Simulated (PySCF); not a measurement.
**C4H14BNSi: NMR shifts at several levels of theory, part 1 of 2**

How much do the NMR shifts of C4H14BNSi (`BNC[Si](C)(C)C`) depend on the level of theory, and what does each level cost?

Programs: PySCF 2.14.0, with density-fitted response routines of our own. Each step states its level of theory. These are calculated values for one molecule in the gas phase, unless marked as measured. Atoms count from 0, in the outputs and in this text.

## (1) The starting structure

21 atoms, charge 0, multiplicity 1; geometry from: GFN2-xTB.

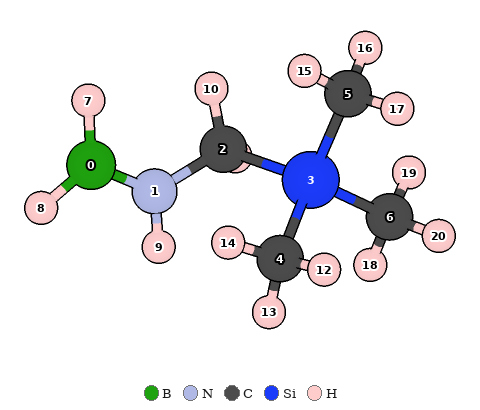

The starting geometry (boron green, nitrogen light blue, carbon dark grey, silicon blue, hydrogen pink), atoms numbered; sticks join atoms by distance.

## (2) Relaxing the molecule at PBE0-D3(BJ)/def2-SVP

What the job is given:

```
{"job": {"xc": "PBE0", "basis": "def2-SVP", "d3": "d3bj", "grid": 1, "kind": "geom"}, "charge": 0, "multiplicity": 1}
B      2.988230     0.507980     0.512560
N      1.967960     0.473180    -0.405880
C      1.014580    -0.596540    -0.632380
Si    -0.764600    -0.156920    -0.008360
C     -0.745570     1.597520     0.739740
C     -1.299020    -1.425480     1.311640
C     -1.982950    -0.225170    -1.478460
H      3.184590    -0.431360     1.187070
H      3.643840     1.477440     0.591430
H      1.769240     1.275570    -0.984890
H      1.382350    -1.480430    -0.111310
H      0.999710    -0.841390    -1.699940
H     -1.667060     1.807660     1.274330
H     -0.632130     2.361420    -0.024230
H      0.077140     1.709560     1.439990
H     -0.624700    -1.417810     2.162540
H     -1.308680    -2.434790     0.910580
H     -2.297560    -1.211930     1.680800
H     -1.699280     0.456770    -2.274950
H     -2.031800    -1.222810    -1.904840
H     -2.986510     0.042110    -1.162450
```

Standard output:

```text
step   0  E = -529.33285014  max force = 0.016333
step   1  E = -529.33710271  max force = 0.004290
step   2  E = -529.33721894  max force = 0.001381
step   3  E = -529.33729028  max force = 0.001061
step   4  E = -529.33733814  max force = 0.001937
step   5  E = -529.33750860  max force = 0.003363
step   6  E = -529.33776394  max force = 0.006014
step   7  E = -529.33807920  max force = 0.003825
step   8  E = -529.33926318  max force = 0.007220
step   9  E = -529.33952399  max force = 0.006645
step  10  E = -529.34004960  max force = 0.004322
step  11  E = -529.34081530  max force = 0.002250
step  12  E = -529.34097366  max force = 0.001881
step  13  E = -529.34106181  max force = 0.001185
step  14  E = -529.34110835  max force = 0.000290
step  15  E = -529.34111149  max force = 0.000163
optimisation converged
```

Run time: 3.2 min. Hardware: 8 threads of Arm Neoverse N1, shared host.

The steps of the relaxation:

```csv
step,energy from step 0 (eV),largest force component (eV/Å)
0,0.0000,0.8399
1,-0.1157,0.2206
2,-0.1189,0.0710
3,-0.1208,0.0546
4,-0.1221,0.0996
5,-0.1268,0.1729
6,-0.1337,0.3093
7,-0.1423,0.1967
8,-0.1745,0.3713
9,-0.1816,0.3417
10,-0.1959,0.2222
11,-0.2167,0.1157
12,-0.2211,0.0967
13,-0.2235,0.0609
14,-0.2247,0.0149
15,-0.2248,0.0084
```

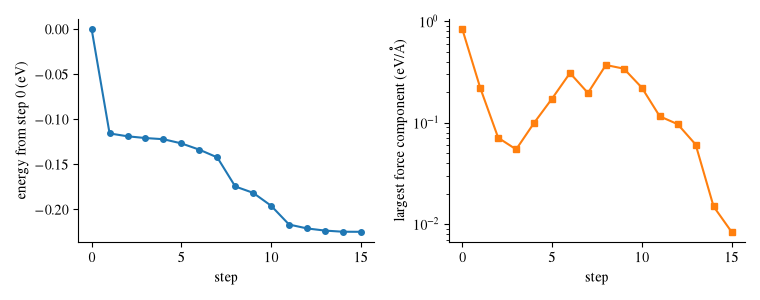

Energy and largest force along the relaxation.

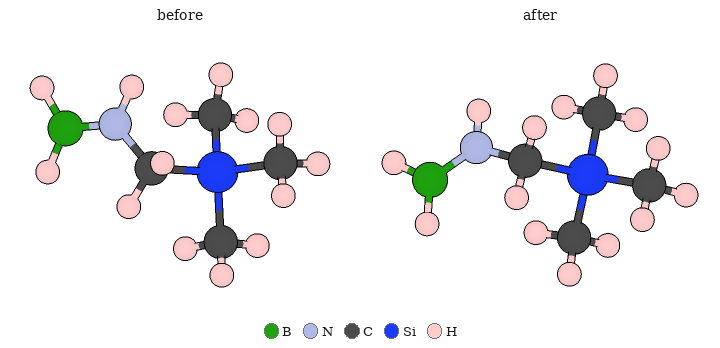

Before and after, at one scale.

Distances of close pairs at the start and the end, largest changes first:

```csv
bond,before (Å),after (Å),change (Å)
B0–H7,1.173,1.212,+0.039
B0–H8,1.173,1.210,+0.037
C2–Si3,1.936,1.907,-0.029
Si3–C6,1.911,1.881,-0.029
Si3–C5,1.907,1.879,-0.029
Si3–C4,1.907,1.884,-0.023
C6–H20,1.086,1.102,+0.016
C4–H12,1.086,1.102,+0.016
```

The next job starts from the end point, and lists it.

```csv
at the end point,value
point group (found at 0.08 Å tolerance),C1
"rotational constants (GHz, main isotopes)","2.891, 1.261, 1.242"
dipole moment (D),2.42
```

## (3) Nuclear shieldings: PBE0/pcSseg-2

What the job is given:

```
{"job": {"kind": "nmr", "xc": "PBE0", "basis": "pcSseg-2", "pop": false}, "charge": 0, "multiplicity": 1}
B      2.933107    -0.433920     0.762157
N      2.014026     0.319668     0.046154
C      0.971940    -0.157453    -0.844568
Si    -0.778379     0.045646    -0.116571
C     -1.027768     1.855084     0.346948
C     -0.919269    -1.031686     1.415857
C     -2.035917    -0.471980    -1.416610
H      2.940012    -1.637971     0.627577
H      3.703443     0.136663     1.501138
H      2.006441     1.325795     0.176246
H      1.148598    -1.226788    -1.044446
H      1.033597     0.351588    -1.824503
H     -2.038276     2.020659     0.753153
H     -0.906997     2.515873    -0.526574
H     -0.308291     2.172256     1.118906
H     -0.122816    -0.788979     2.136687
H     -0.826769    -2.099048     1.159911
H     -1.888294    -0.886187     1.918832
H     -1.977736     0.171202    -2.309039
H     -1.871406    -1.512715    -1.738123
H     -3.061466    -0.403124    -1.020144
```

Method: GIAO PBE0/pcSseg-2 NMR shielding, non-relativistic, gas phase.

Standard output:

```text
coarse grid: 16800 points
cycle   1  E = -529.5974284640  dE =  2.156e-01  |g| = 5.877e-01  |ddm| = 2.946e+00
cycle   2  E = -529.5854263365  dE =  1.200e-02  |g| = 6.271e-01  |ddm| = 8.493e-01
cycle   3  E = -529.6847600090  dE = -9.933e-02  |g| = 6.937e-02  |ddm| = 4.415e-01
cycle   4  E = -529.6855907930  dE = -8.308e-04  |g| = 3.688e-02  |ddm| = 5.896e-02
cycle   5  E = -529.6858732788  dE = -2.825e-04  |g| = 7.916e-03  |ddm| = 2.293e-02
cycle   6  E = -529.6858878311  dE = -1.455e-05  |g| = 1.630e-03  |ddm| = 7.565e-03
cycle   7  E = -529.6858885214  dE = -6.903e-07  |g| = 3.354e-04  |ddm| = 1.604e-03
final grid: 154168 points
cycle   8  E = -529.6958891217  dE = -1.371e-04  |g| = 9.082e-03  |ddm| = 5.947e-02
cycle   9  E = -529.6958806956  dE =  8.426e-06  |g| = 1.093e-02  |ddm| = 1.273e-02
cycle  10  E = -529.6959091034  dE = -2.841e-05  |g| = 1.488e-03  |ddm| = 6.859e-03
cycle  11  E = -529.6959095686  dE = -4.652e-07  |g| = 4.215e-04  |ddm| = 1.052e-03
cycle  12  E = -529.6959096043  dE = -3.568e-08  |g| = 8.516e-05  |ddm| = 2.779e-04
cycle  13  E = -529.6959096061  dE = -1.838e-09  |g| = 2.332e-05  |ddm| = 1.020e-04
cycle  14  E = -529.6959096063  dE = -1.248e-10  |g| = 2.955e-06  |ddm| = 2.335e-05
converged SCF energy = -529.6959096063

GIAO shielding tensors (ppm)
atom      isotropic    diamagn.    paramagn.     s11        s22        s33       span
  0 B       61.499     194.408    -132.909     26.429     46.117    111.950     85.521
  1 N      123.936     323.402    -199.466     -2.965    161.197    213.576    216.542
  2 C      139.552     248.386    -108.834    117.105    124.570    176.982     59.877
  3 Si     342.365     881.076    -538.711    331.912    341.479    353.702     21.790
  4 C      188.555     248.818     -60.263    182.885    186.385    196.396     13.512
  5 C      189.511     248.331     -58.820    182.740    187.031    198.761     16.020
  6 C      187.318     245.610     -58.292    184.065    186.524    191.367      7.302
  7 H       26.543      30.889      -4.347     23.529     26.367     29.732      6.203
  8 H       26.653      28.941      -2.288     24.522     26.274     29.164      4.642
  9 H       26.771      33.837      -7.066     21.215     28.634     30.465      9.250
 10 H       28.362      33.453      -5.091     25.110     28.656     31.321      6.211
 11 H       28.587      32.009      -3.422     24.028     28.720     33.014      8.986
 12 H       31.243      30.889       0.353     27.187     28.701     37.841     10.654
 13 H       31.377      31.778      -0.401     27.542     28.278     38.311     10.769
 14 H       31.029      32.882      -1.853     26.759     29.298     37.031     10.272
 15 H       30.891      32.891      -2.000     26.477     29.417     36.780     10.303
 16 H       31.449      32.134      -0.685     27.539     28.296     38.513     10.975
 17 H       31.412      31.115       0.297     27.264     28.869     38.104     10.840
 18 H       31.314      30.666       0.647     27.140     28.878     37.924     10.784
 19 H       31.309      30.903       0.406     27.071     28.863     37.993     10.922
 20 H       31.190      29.997       1.193     27.172     28.603     37.795     10.624
```

Wall time 2.9 min (8 threads of Arm Neoverse N1, shared host).

Shifts follow as δ = σ(reference) − σ, with reference shieldings (ppm) from runs at the same level and on the same kind of geometry: 1H TMS 31.25, 13C TMS 184.1, 29Si TMS 341.3, 15N NH3 261.7, 11B BF3·OEt2 99.1. The references are single molecules in the gas phase, so shifts against H2O, NH3, PH3, H3PO4 or CFCl3 are not on the usual liquid scales and can be off by tens of ppm. Atoms listed in one row are averaged.

```csv
atoms,environment,σ (ppm),δ (ppm)
C2,sp3 CH2 bonded to N and Si,139.6,44.6
"C4, C5, C6",methyl carbon bonded to Si,188.5,-4.3
"H7, H8",hydrogen on a boron bonded to N,26.60,4.65
H9,"hydrogen on a nitrogen bonded to C, B",26.77,4.47
"H10, H11",hydrogen on an sp3 CH2 bonded to N and Si,28.47,2.77
"H12, H13, H14, H15, H16 and 4 more",hydrogen on a methyl carbon bonded to Si,31.25,0.00
B0,"boron bonded to N, 2 H",61.5,37.6
N1,"nitrogen bonded to C, B, H",123.9,137.8
Si3,silicon bonded to 4 C,342.4,-1.1
```

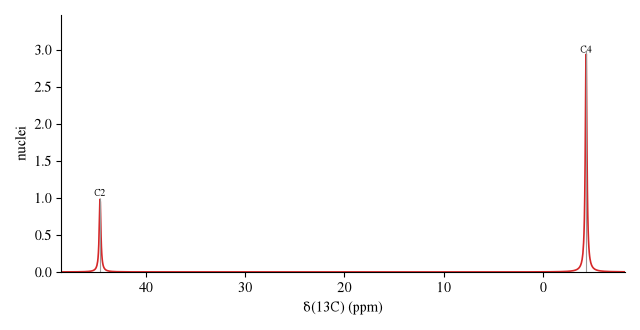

13C lines at the computed shifts, without couplings. Lines are broadened to a width of 0.20 ppm (Lorentzian).

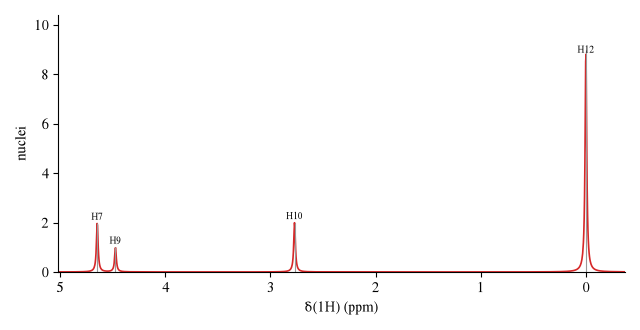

1H lines at the computed shifts, without couplings. Lines are broadened to a width of 0.02 ppm (Lorentzian).

## (4) Shielding tensors: PBE/pcSseg-2

Settings changed since step 3:

```diff
@@ -1,2 +1,2 @@
-{"job": {"kind": "nmr", "xc": "PBE0", "basis": "pcSseg-2", "pop": false}, "charge": 0, "multiplicity": 1}
+{"job": {"kind": "nmr", "xc": "PBE", "basis": "pcSseg-2", "pop": false}, "charge": 0, "multiplicity": 1}
 B      2.933107    -0.433920     0.762157
```

With the program's defaults for keys left out, this is: GIAO PBE/pcSseg-2 NMR shielding, non-relativistic, gas phase.

Standard output:

```text
coarse grid: 16800 points
cycle   1  E = -529.4192504396  dE =  1.264e-01  |g| = 8.540e-01  |ddm| = 3.002e+00
cycle   2  E = -529.1706890608  dE =  2.486e-01  |g| = 1.266e+00  |ddm| = 1.597e+00
cycle   3  E = -529.6036238112  dE = -4.329e-01  |g| = 1.651e-01  |ddm| = 1.092e+00
cycle   4  E = -529.6093308468  dE = -5.707e-03  |g| = 7.569e-02  |ddm| = 1.445e-01
cycle   5  E = -529.6105354013  dE = -1.205e-03  |g| = 2.011e-02  |ddm| = 5.165e-02
cycle   6  E = -529.6106363264  dE = -1.009e-04  |g| = 4.918e-03  |ddm| = 2.261e-02
cycle   7  E = -529.6106425966  dE = -6.270e-06  |g| = 8.827e-04  |ddm| = 4.868e-03
final grid: 154168 points
cycle   8  E = -529.6269352441  dE = -1.996e-04  |g| = 1.561e-02  |ddm| = 8.387e-02
cycle   9  E = -529.6268235021  dE =  1.117e-04  |g| = 2.619e-02  |ddm| = 2.657e-02
cycle  10  E = -529.6269901142  dE = -1.666e-04  |g| = 4.584e-03  |ddm| = 1.777e-02
cycle  11  E = -529.6269951144  dE = -5.000e-06  |g| = 7.169e-04  |ddm| = 2.949e-03
cycle  12  E = -529.6269952069  dE = -9.252e-08  |g| = 2.097e-04  |ddm| = 5.911e-04
cycle  13  E = -529.6269952191  dE = -1.217e-08  |g| = 5.919e-05  |ddm| = 2.662e-04
cycle  14  E = -529.6269952199  dE = -8.114e-10  |g| = 1.050e-05  |ddm| = 6.275e-05
converged SCF energy = -529.6269952199

GIAO shielding tensors (ppm)
atom      isotropic    diamagn.    paramagn.     s11        s22        s33       span
  0 B       57.521     194.259    -136.739     23.222     41.538    107.802     84.581
  1 N      111.525     321.169    -209.644    -14.157    145.770    202.962    217.119
  2 C      131.604     248.036    -116.432    107.365    116.614    170.834     63.469
  3 Si     325.261     881.583    -556.322    314.840    323.313    337.629     22.789
  4 C      184.165     247.981     -63.817    177.552    182.063    192.880     15.328
  5 C      185.164     247.361     -62.197    177.402    182.777    195.312     17.911
  6 C      182.756     244.709     -61.953    178.835    181.528    187.906      9.071
  7 H       26.428      30.810      -4.382     23.316     26.410     29.559      6.244
  8 H       26.552      29.068      -2.516     24.424     26.323     28.908      4.484
  9 H       26.378      33.547      -7.169     21.185     28.426     29.523      8.338
 10 H       28.186      33.308      -5.122     25.087     28.591     30.879      5.792
 11 H       28.348      31.917      -3.569     23.912     28.655     32.477      8.565
 12 H       31.190      30.830       0.360     27.317     28.799     37.453     10.136
 13 H       31.326      31.647      -0.321     27.644     28.320     38.013     10.369
 14 H       30.946      32.649      -1.702     26.832     29.323     36.683      9.851
 15 H       30.788      32.564      -1.777     26.528     29.428     36.408      9.880
 16 H       31.407      31.949      -0.542     27.644     28.344     38.233     10.588
 17 H       31.369      31.032       0.337     27.399     28.991     37.717     10.318
 18 H       31.245      30.546       0.700     27.245     28.913     37.577     10.332
 19 H       31.242      30.754       0.488     27.173     28.897     37.655     10.482
 20 H       31.109      29.940       1.169     27.266     28.649     37.413     10.147
```

It took 95 s on 8 threads of Arm Neoverse N1, shared host.

Key values: δ C2 47.8, C4 -4.6, B0 35.2, N1 149.5, H9 4.80, H7 4.69 ppm (means over like atoms).

(Continued in part 2 of 2.)
